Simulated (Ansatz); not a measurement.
# Si2As2O: a trial structure relaxed, part 2 of 2

Where does this trial cell of Si2As2O go when cell and atoms are let free?

Ansatz 0.2.0; DFT PBE, scalar-relativistic, plane waves, PAW. The steps go on from the part before.

## 4. Another rough relaxation

The end of the coarse run is made exact in the group found at a tolerance of 0.06 Å and reduced to its primitive cell.

input.yaml reads:

```yaml
crystal:
  lattice:
    - [3.6088179421, 0.0, 0.0]
    - [0.0, 3.6088179421, 0.0]
    - [0.0, 0.0, 6.5038940655]
  atoms:
    - { symbol: Si, position: [0.5, 0.5, 0.1792709623] }
    - { symbol: Si, position: [0.5, 0.5, 0.8207290377] }
    - { symbol: As, position: [0.0, 0.5, 0.5] }
    - { symbol: As, position: [0.5, 0.0, 0.5] }
    - { symbol: O, position: [0.0, 0.0, 0.0] }
basis:
  ecutwfc: 420
kpoints:
  mp_grid: { grid: [6, 6, 4] }
hamiltonian:
  xc: pbe
scf:
  occupations: { method: gaussian, width: 0.1 }
  lower_state_search: "off"
output:
  forces: true
  stress: true
  eigenvalues: true
relax:
  adjacent_minimum: "off"
  f_tol: 0.04
  max_steps: 70
  cell: { stress_tol: 0.4 }
```

Launch:

```sh
$ ansatz run input.yaml --threads 1 --pin off --max-ram 2560MiB --backend cpu --events-out ev --progress --plain --runs-dir out
```

Output, cut to the lines that bear on the results:

```text
[...]
relax step   3: F+E_penalty+E_count = -11546.05337345 eV  Δ(F+E_penalty+E_count) = -1.271e-3 eV  max|allowed force component| = 1.785e-2 eV/Å  Δτ_max = 0.0000 Å  P = -0.093 GPa  Ω = 85.864 Å³  stress off target by 1.98e-1 GPa  SCF on the basis re-selected at this cell (its energy is not [...]
SCF converged after 6 iterations
Free energy (F): -11546.053373 eV
[...]
E sigma→0 (E₀):  -11546.048957 eV
Entropy (-TS):   -0.008834 eV (-1.767 meV/atom)
Fermi energy:    8.902889 eV
[...]
--- Forces (eV/Å), atoms counted from 1 ---
  atom   1  Si     0.00000000     0.00000000     0.01785119
  atom   2  Si     0.00000000     0.00000000    -0.01785119
  atom   3  As    -0.00000000    -0.00000000     0.00000000
  atom   4  As     0.00000000     0.00000000     0.00000000
  atom   5  O     -0.00000000     0.00000000     0.00000000
[...]
        0.000000       0.000000       0.116359
  P = ⅓ Tr σ = -0.0934 GPa (-0.934 kbar)
--- Band table (eV; the first three rows and the last of 30) ---
[... band rows left out ...]
[...]
--- Relaxed structure (2 steps of the walk, 2 accepted, 1 SCFs on fresh bases) ---
  F+E_penalty+E_count = -11546.05337345 eV   max|allowed force component| = 1.785e-2 eV/Å   (the final SCF, on the basis selected at the relaxed cell)
  cell:  # Å, volume = 85.8640 Å³
    - [3.6138006989280487, -7.912996884955081e-35, 0.0]
    - [-7.912996884955081e-35, 3.6138006989280487, 0.0]
    - [0.0, 0.0, 6.574804250551786]
  atoms:
    - { symbol: Si, position: [0.49999999999999994, 0.49999999999999994, 0.17759291129363253] }
    - { symbol: Si, position: [0.49999999999999994, 0.49999999999999994, 0.8224070887063674] }
    - { symbol: As, position: [2.5015938069355576e-37, 0.49999999999999994, 0.49999999999999994] }
    - { symbol: As, position: [0.49999999999999994, 2.6727647100921956e-51, 0.49999999999999994] }
    - { symbol: O, position: [2.501593806935525e-37, 1.0053823416929744e-87, 0.0] }
```

It took 21 s on 1 thread of Intel Xeon at 2.50GHz (Skylake/Cascade Lake), shared host; peak memory 0.41 GiB.

## 5. Full relaxation

The end of the coarse run is made exact in the group found at a tolerance of 0.06 Å and reduced to its primitive cell.

input.yaml reads:

```yaml
crystal:
  lattice:
    - [3.6138006989, 0.0, 0.0]
    - [0.0, 3.6138006989, 0.0]
    - [0.0, 0.0, 6.5748042506]
  atoms:
    - { symbol: Si, position: [0.5, 0.5, 0.1775929113] }
    - { symbol: Si, position: [0.5, 0.5, 0.8224070887] }
    - { symbol: As, position: [0.0, 0.5, 0.5] }
    - { symbol: As, position: [0.5, 0.0, 0.5] }
    - { symbol: O, position: [0.0, 0.0, 0.0] }
basis:
  ecutwfc: 420
kpoints:
  mp_grid: { grid: [10, 10, 6] }
hamiltonian:
  xc: pbe
scf:
  occupations: { method: gaussian, width: 0.1 }
output:
  forces: true
  stress: true
  eigenvalues: true
  write_density: true
  write_potential: true
  elf: true
  volumetric_format: npy
relax:
  adjacent_minimum: "off"
  f_tol: 0.01
  max_steps: 80
  cell: { stress_tol: 0.05 }
```

Launch:

```sh
$ ansatz run input.yaml --threads 1 --pin off --max-ram 2560MiB --backend cpu --events-out ev --progress --plain --runs-dir out
```

Output, cut to the lines that bear on the results:

```text
Warning: RAYON_NUM_THREADS=1 ignored (pool sized by the plan → 1); use --threads N
[...]
[... 5 set-up lines as earlier in the session ...]
[...]
Crystal: 5 atoms, lattice volume = 85.864 Å³
Basis set: ecut = 420 eV, 1661 PW (Γ), exchange–correlation on 50×50×90 points (8 copies of the dense FFT grid, shifted against one another)
Bands: 27, of which v1, the nominal top of the filled ones, is band 22 counted from 1 (21 counted from 0)
[... 1 set-up line as earlier in the session ...]
Space group: P4/mmm (ITA 123), of the structure as read, at distance tolerance 4.4e-5 Å
k-points: 84 of 600
[...]
       -0.038726      -0.000000       0.000000
       -0.000000      -0.038726       0.000000
        0.000000       0.000000       0.017341
  P = ⅓ Tr σ = -0.0200 GPa (-0.200 kbar)
--- Band table (eV; the first three rows and the last of 84) ---
[... band rows left out ...]
[...]
--- Relaxed structure (3 steps of the walk, 3 accepted, 1 SCFs on fresh bases) ---
  F+E_penalty+E_count = -11546.03606655 eV   max|allowed force component| = 6.413e-3 eV/Å   (the final SCF, on the basis selected at the relaxed cell)
  cell:  # Å, volume = 85.9630 Å³
    - [3.6163880860797835, 3.9440367326106673e-35, 0.0]
    - [3.9440367326106673e-35, 3.6163880860797835, 0.0]
    - [0.0, 0.0, 6.5729667061187325]
  atoms:
    - { symbol: Si, position: [0.5, 0.5, 0.17694747992374263] }
    - { symbol: Si, position: [0.5, 0.5, 0.8230525200762574] }
    - { symbol: As, position: [-2.8104126478795635e-36, 0.5, 0.5000000000000001] }
    - { symbol: As, position: [0.5, 7.390344370349951e-37, 0.5000000000000001] }
    - { symbol: O, position: [9.888488946242907e-36, -1.733087799525731e-36, -3.2980515652205557e-21] }
```

Wall time 96 s (1 thread of Intel Xeon at 2.50GHz (Skylake/Cascade Lake), shared host); peak memory 0.49 GiB.

The steps of the relaxation:

| step | E - E(step 1) (eV/cell) | largest force component (eV/Å) | pressure (GPa) | volume (Å³) |
| --- | --- | --- | --- | --- |
| 1 | 0.0000 | 0.1036 | 0.07 | 85.86 |
| 2 | -0.0003 | 0.0156 | -0.11 | 86.05 |
| 3 | -0.0005 | 0.0064 | -0.02 | 85.96 |
| 4 | -0.0006 | 0.0064 | -0.02 | 85.96 |

Step 1 is the start. Step 4 repeats the geometry before it on a plane-wave basis chosen anew for that cell, so its energy need not be comparable with the rows above.

|  | before | after | change |
| --- | --- | --- | --- |
| a (Å) | 3.614 | 3.616 | +0.1 % |
| b (Å) | 3.614 | 3.616 | +0.1 % |
| c (Å) | 6.575 | 6.573 | 0.0 % |
| volume (Å³/atom) | 17.17 | 17.19 | +0.1 % |
| shortest distance (Å) | 2.335 | 2.326 | -0.4 % |
| space group (0.01 Å) | P4/mmm | P4/mmm | same |

Forces and stress were held to the start's 16 operations: a distortion of lower symmetry was not tested.

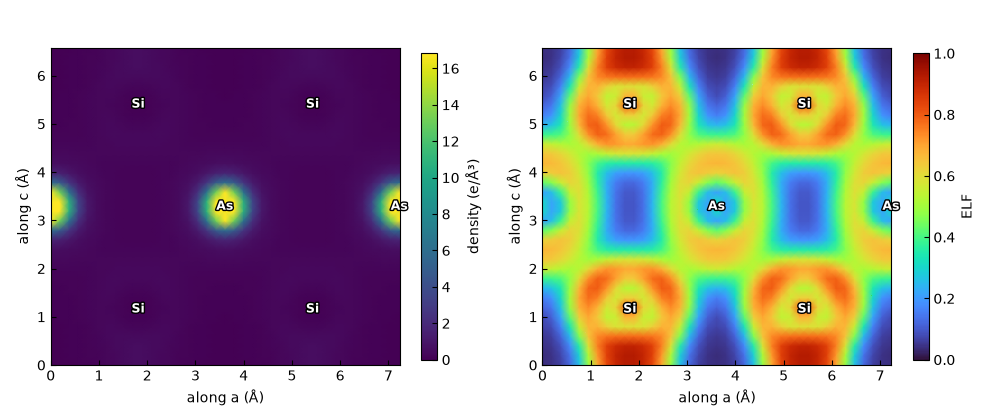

Density (left) and ELF (right) in a lattice plane of the grid's cell (edges 3.62 and 6.57 Å, at 0.500 of the third edge), which holds Si and As. Only atoms in the plane are labelled; the density scale stops at 16.83 e/Å³. Both are smooth fields of the valence electrons: close to the nuclei they are not physical.

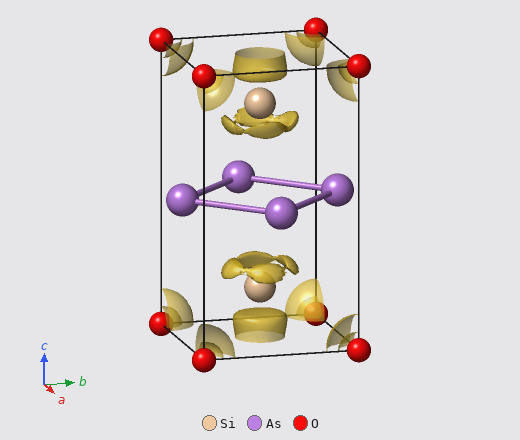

Surface of ELF = 0.78, drawn in one cell.

The highest ELF values outside the cores: 0.92 on the Si–Si line, 1.0 Å from Si; 0.84 in the shell around O, 0.6 Å from O; 0.80 in the shell around Si, 0.8 Å from Si.

## 6. Outcome

What follows sums up all 2 parts. Changes of volume or cell count from the first structure of part 1.

| quantity | value |
| --- | --- |
| symmetry at the end (tolerance 0.05 Å) | space group P4/mmm (No. 123) |
| conventional cell | a = 3.616 Å, b = 3.616 Å, c = 6.573 Å, α = 90.00°, β = 90.00°, γ = 90.00° |
| volume | 17.19 Å³/atom |
| energy over the elements (uncorrected; H, N, O, F and Cl as molecules) | +0.57 eV/atom |
| gap on the mesh | none (metal) |

In words: The space group P4/mmm (No. 123) is kept, and the volume per atom shrinks by 10.0 % from the first guess. The formation energy is positive, so the separate elements lie lower. No finished test with a distortion of lower symmetry is shown, so the end may be a saddle point.
